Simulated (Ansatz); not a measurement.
## What Au → Pt does to Au

Take Au in the fcc (Cu type) structure (space group Fm-3m, No. 225; a = 4.157 Å) as the base.

Now apply this change: every Au is replaced by Pt; the structure is relaxed again.

All numbers come from Ansatz (a quantum-chemistry and plane-wave program), PBE, PAW, cutoff 420 eV, spin-orbit coupling left out, earlier PAW set. Γ-centred 20×20×20 mesh, Fermi–Dirac width 0.05 eV, for the changed cell.

```csv
quantity,base,changed,shift
volume per atom,17.96 Å³,15.64 Å³,-2.32 Å³
density,18.21 g/cm³,20.71 g/cm³,+2.50 g/cm³
lattice parameter a,4.157 Å,3.970 Å,-0.187 Å
space group,Fm-3m (No. 225),Fm-3m (No. 225),–
shortest interatomic distance,2.940 Å,2.807 Å,-0.1323 Å
band gap,zero,zero,–
```

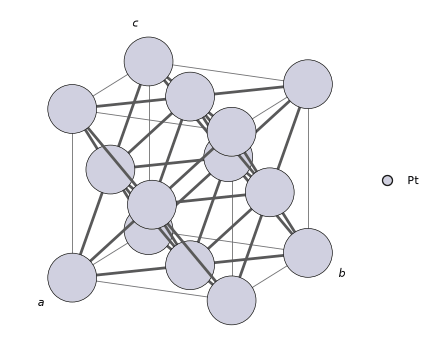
Figure: The relaxed conventional cell after the change

No phonon test of stability was made. All final runs are without spin polarisation.
